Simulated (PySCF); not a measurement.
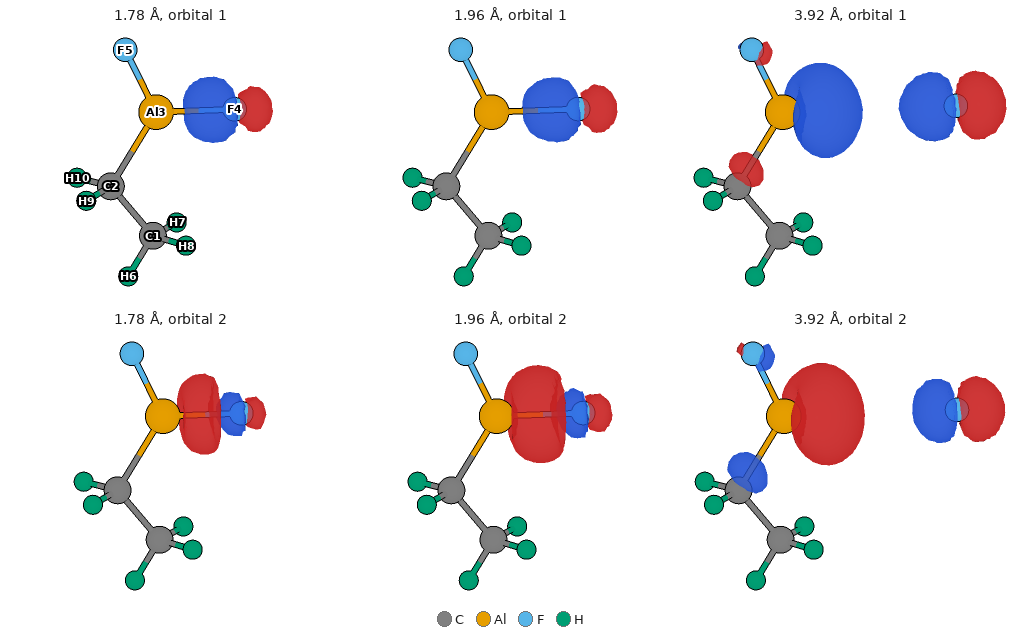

*C2H5AlF2, SMILES `C[CH2][Al]([F])[F]`. Rigid stretch of the Al3–F4 bond. The two CASSCF(2,2) natural orbitals nearest half filling (orbital 1 the more occupied).*

PySCF calculation, 6-31G* basis, gas phase; geometry: GFN2-xTB. No frequency check shows the geometry to be a minimum.

Input script:

```python
import numpy as np
from pyscf import gto, scf, mcscf

mol = gto.M(atom='''
C      2.33190     0.17777     0.00031
C      1.23210    -0.88796    -0.00037
Al    -0.56939    -0.03843     0.00007
F     -0.73279     1.60400    -0.00019
F     -1.98811    -0.88195     0.00017
H      3.31829    -0.28567     0.00006
H      2.25253     0.81620    -0.87743
H      2.25241     0.81510     0.87878
H      1.34136    -1.54221     0.87002
H      1.34149    -1.54112    -0.87175
''', basis='6-31g*', charge=0, spin=0, verbose=4)
# stretch the bond between atoms 3 and 4, from long to short, fragments rigid
a, b, move = 2, 3, [3]
xyz = mol.atom_coords(unit='Angstrom')
u = xyz[b] - xyz[a]
r0 = np.linalg.norm(u)
rows, last, dm_u = [], None, None
for r in [4.98, 3.92, 3.2, 2.76, 2.4, 2.14, 1.96, 1.78, 1.64]:
    new = xyz.copy()
    new[move] += u / r0 * (r - r0)
    m = mol.set_geom_(new, unit='Angstrom', inplace=False)
    rhf = scf.RHF(m).density_fit(auxbasis='def2-universal-jkfit').run()
    uhf = scf.UHF(m).density_fit(auxbasis='def2-universal-jkfit').newton()
    if dm_u is None:
        c = rhf.mo_coeff
        h = m.nelectron // 2 - 1
        ca, cb = c.copy(), c.copy()
        ca[:, h], cb[:, h] = (c[:, h] + c[:, h + 1]) / 2**.5, (c[:, h] - c[:, h + 1]) / 2**.5
        dm_u = np.array([x[:, :h + 1] @ x[:, :h + 1].T for x in (ca, cb)])
    uhf.kernel(dm0=dm_u)
    for _ in range(3):
        c, _, stable, _ = uhf.stability(return_status=True)
        if stable:
            break
        uhf.kernel(c, uhf.mo_occ)
    dm_u = uhf.make_rdm1()
    mc = mcscf.CASSCF(rhf, 2, 2)
    mc.natorb = True
    mc.fix_spin_(ss=0)
    guess = mcscf.addons.make_natural_orbitals(uhf)[1] if last is None else mcscf.project_init_guess(mc, last.mo_coeff, last.mol)
    mc.kernel(guess)
    last = mc
    act = slice(mc.ncore, mc.ncore + mc.ncas)
    print('r %.3f  RHF %.6f  UHF %.6f  <S^2> %.3f  CASSCF %.6f  occupations' % (r, rhf.e_tot, uhf.e_tot, uhf.spin_square()[0], mc.e_tot), mc.mo_occ[act].round(4))
    rows.append((new, rhf.e_tot, uhf.e_tot, uhf.spin_square()[0], mc.e_tot, mc.mo_occ[act], mc.mo_coeff[:, act], dm_u[0] - dm_u[1], rhf.converged and uhf.converged and mc.converged))
    np.savez('result.npz', **{k: [row[i] for row in rows] for i, k in enumerate('xyz rhf uhf s2 cas occ c spin ok'.split())})
```

Run with:

```sh
OMP_NUM_THREADS=1 python input.py
```

The run took 5.6 min on 1 thread of Arm Neoverse V2, on a shared host, peak memory 0.22 GiB.

### How do the occupations change along the stretch?

1.78 Å: 1.98 and 0.02; 1.96 Å: 1.98 and 0.02; 3.92 Å: 1.23 and 0.77. At the longest distance computed (4.98 Å) they are 1.05 and 0.95, and the effective number of unpaired electrons is 2.0.

### Where does the UHF solution part from RHF?

Between 2.40 Å (⟨S²⟩ = 0, the two coincide) and 2.76 Å (⟨S²⟩ = 0.67); at 4.98 Å ⟨S²⟩ is 1.01 and UHF lies 4.3 eV below RHF.
